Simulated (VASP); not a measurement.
Band structure of HfAs (relaxed from the zinc blende structure, space group F-43m). Method: PBE GGA, VASP's PBE PAW potentials (set 64) (plane waves; VASP).

Unless said otherwise, spin-orbit coupling is left out, though it shifts the bands of the heavy elements here.

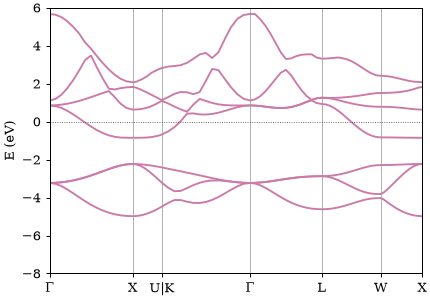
Fig. 1. Bands along high-symmetry lines, zero at the valence-band maximum or, without a gap, the Fermi level

Question: Read the plot: is there a gap, and where are the band edges?

Answer: It has no gap at this level: it comes out as a metal or semimetal. (Edges off the drawn lines would not show.)

The structure was generated: HfAs was put into the zinc blende type (F-43m), which need not be its known phase. It was relaxed first, which changed the volume by -31 %. The electron count is odd and the run is not spin-polarised, which forces a metal.
